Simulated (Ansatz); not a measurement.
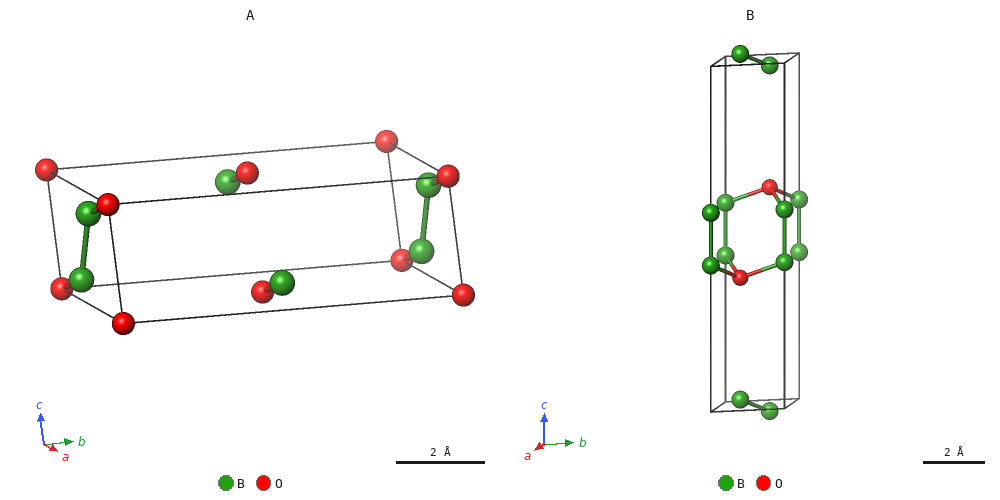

Two structures of B₂O, each relaxed to rest (conventional cells in solid outline, small ones repeated, not to one scale). Method: Ansatz 0.2.0, DFT PBE, scalar-relativistic, plane waves, PAW, without spin polarisation.

**Describe A and B.**

A: 6 atoms a cell on a base-centred monoclinic lattice, C2/m. B: 6 atoms a cell on a primitive hexagonal lattice, P-3m1.

**A or B: which is lower in energy?**

A is lower, by 203 meV/atom at this level of theory (energies at zero smearing). Volumes: A 14.2, B 10.9 Å³/atom.

One or both may be structure types tried for this composition rather than known phases.
